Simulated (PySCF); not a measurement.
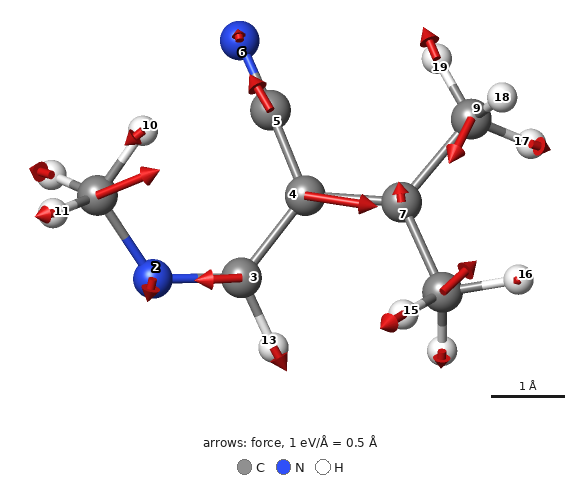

Starting geometry of C$_{7}$H$_{10}$N$_{2}$ with the computed forces as red arrows. The picture is a ball-and-stick view, seen at a tilt.

The start comes from GFN2-xTB. Its atoms were then displaced at random by about 0.01 Å.

Level of theory: PySCF 2.14.0, density-fitted response routines, PBE0-D3(BJ)/def2-SVP geometry optimisation, gas phase. 

Is this structure relaxed? If not, where do the atoms go?

Answer. It isn't relaxed: the largest force vector, on a C atom, is 2.09 eV/Å. The final displacements have little in common with the starting forces (cosine between the two patterns −0.03). Over 18 geometry steps the energy falls by 19.7 kJ/mol. An H atom moves most after the best rigid fit: 0.97 Å. Largest moves by element: H 0.97 Å, C 0.15 Å, N 0.13 Å. Some distances before and after: C–C 1.448 → 1.493 Å, C–C 1.393 → 1.432 Å, C–H 1.069 → 1.097 Å, C–H 1.127 → 1.104 Å. Among the angles between lasting bonds that change: C–C–C 120.0° → 117.1°, C–N–C 124.8° → 122.0°, H–C–H 109.2° → 106.7°. Groups turn about C–C by about 55°.
